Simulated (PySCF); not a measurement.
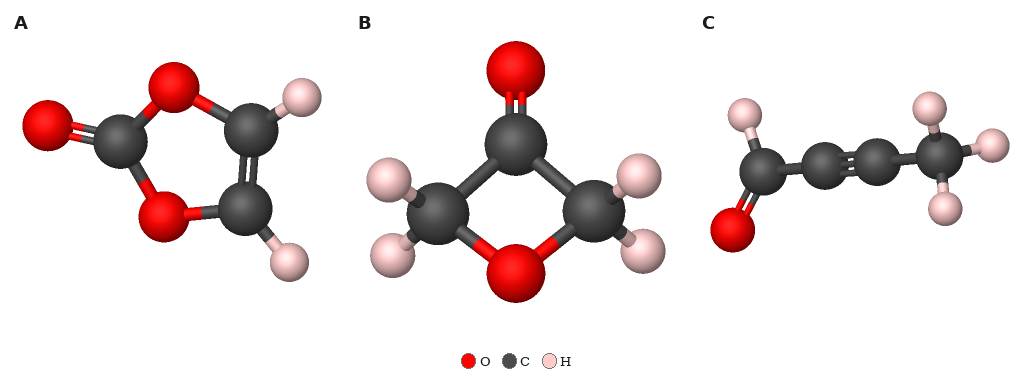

Source: calculation with PySCF.

Match each picture to its SMILES.
(1) O=C1COC1
(2) O=c1occo1
(3) CC#CC=O

A is (2), B is (1), C is (3).
